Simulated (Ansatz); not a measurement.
**Abstraction of H: GeH(OH)3 + B(CH3)(SH) → Ge(OH)3 + BH(CH3)(SH)**

Gas-phase species: GeH(OH)3, singlet; B(CH3)(SH), doublet; Ge(OH)3, doublet; BH(CH3)(SH), singlet. A radical takes H: the energy is the difference in strength between the Ge–H bond broken and the B–H bond made.

Shapes, held fixed at every level: PBE0-D4/def2-TZVP. Flexible molecules stand in one conformer, not always the lowest. Programs: Ansatz 0.2.0. The zero-point and thermal change to 298 K, harmonic and unscaled (PBE0-D4/def2-TZVP), is +3.8 kJ/mol.

| level | kind | ΔH(298 K) (kJ/mol) | less CCSD(T)/def2-TZVPP |
| --- | --- | --- | --- |
| MP2/def2-TZVPP | perturbation theory | -69.8 | -1.7 |
| HF/def2-SVP | Hartree–Fock | -45.8 | +22.3 |
| B3LYP-D4/def2-TZVPP | global hybrid | -85.7 | -17.6 |
| BHLYP-D4/def2-TZVPP | global hybrid | -73.7 | -5.6 |
| B2PLYP/def2-TZVPP | double hybrid | -79.8 | -11.7 |
| CCSD/def2-TZVPP | coupled cluster or CI | -65.4 | +2.7 |
| CCSD(T)/def2-TZVPP | coupled cluster or CI | -68.1 | 0.0 |

The highest level, CCSD(T)/def2-TZVPP, gives ΔH(298 K) = -68.1 kJ/mol; the levels span -85.7 to -45.8. The column of differences is taken from that level and isn't an error. No measured value is set beside it here. Open shells run unrestricted. Relativity is left out for Ge. Outer-core shells of Ge are correlated, in sets that cover them unevenly.

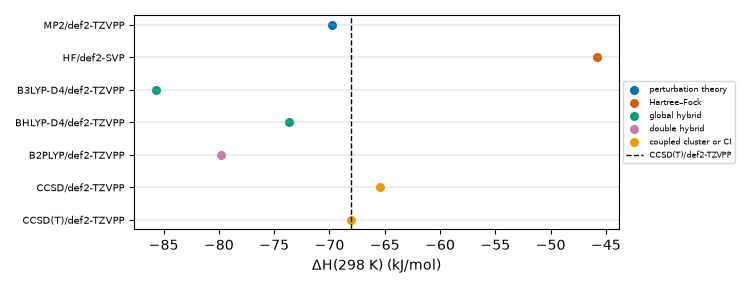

The values of the table, level by level.
